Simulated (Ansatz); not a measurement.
```
Sn Ge O
1.0
     3.53242    0.00000    0.00000
     0.00000   14.87057    0.00000
     0.00000    0.00000    4.13422
Sn Ge O
4 2 6
Direct
  0.00000 0.92153 0.47703
  0.00000 0.59371 0.51836
  0.50000 0.07847 0.97703
  0.50000 0.40630 0.01836
  0.00000 0.26082 0.55823
  0.50000 0.73918 0.05823
  0.00000 0.32124 0.97288
  0.00000 0.99002 0.97822
  0.00000 0.66565 0.99527
  0.50000 0.33435 0.49527
  0.50000 0.00998 0.47822
  0.50000 0.67876 0.47288
```

Space group Pmn2₁; a structure generated by program, which may or may not match a known phase; not relaxed (largest force 0.5 eV/Å); computed pressure about −4 GPa in this cell.

Method: Ansatz 0.2.0, DFT r2SCAN, scalar-relativistic, plane waves, PAW.

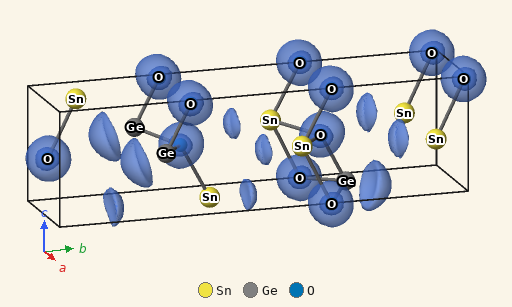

Sn2GeO3. Isosurface of the electron localisation function at 0.75 (blue), seen slightly off an axis. Only the valence region is drawn (cores and ρ < 0.01 e/Å³ removed). Sticks mark near contacts.

**Where are the electrons localised?**

At this value the surface marks out two lobes on Ge, pointing away from the bonds (lone pairs), four lobes on Sn, pointing away from the bonds (lone pairs) and six regions wrapped around O (the valence shell of each), counted in one cell of 12 atoms. Any copies at cell faces, edges or corners count once.

Values along the shortest contacts:
Ge–O (1.94 Å): the ELF peaks at about 0.80 in the valence shell of O, 0.6 Å from its nucleus, and is about 0.45 at the midpoint. Sn–O (2.18 Å): the ELF peaks at about 0.85 in the valence shell of O, 0.6 Å from its nucleus, and is about 0.20 at the midpoint; no localised pair shows between them.
